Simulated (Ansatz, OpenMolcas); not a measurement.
A ladder of methods for SnSiH6 (SMILES [SiH3][SnH3])

The species is SnSiH6 (8 atoms), meant as a singlet with charge 0. As SMILES, `[SiH3][SnH3]`. The shape is that of a PBE0-D4/def2-TZVP optimisation.

Each level gives the HOMO–LUMO gap (eV). The values are calculated.

```csv
level,kind,program,value (eV),CPU time
SVWN5/def2-SVPD (core potential),LDA,OpenMolcas,5.91,34 s
BLYP/def2-SVPD (core potential),GGA,OpenMolcas,5.89,60 s
M06-L/def2-SVPD (core potential),meta-GGA,OpenMolcas,6.82,92 s
r2SCAN/def2-SVPD (core potential),meta-GGA,Ansatz,6.70,14 s
B3LYP/def2-SVPD (core potential),global hybrid,OpenMolcas,7.33,73 s
CAM-B3LYP/def2-SVPD (core potential),range-separated hybrid,Ansatz,9.75,12 s
wB97X/def2-SVPD (core potential),range-separated hybrid,Ansatz,11.71,33 s
B2PLYP/def2-SVPD (core potential),double hybrid,Ansatz,9.50,15 s
```

The values span 5.89 to 11.71 eV. Orbital gaps aren't excitation energies, and those of double hybrids come from the SCF part alone; they tend to grow with the share of exact exchange. Times are those of the runs behind each value, whatever else they computed, on shared processors of several kinds: orders of magnitude only.

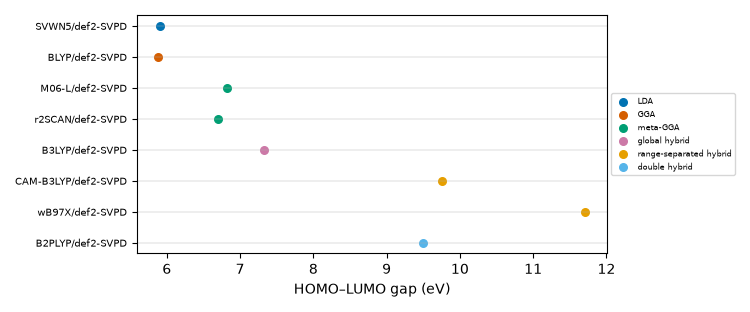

The values of the table, level by level.
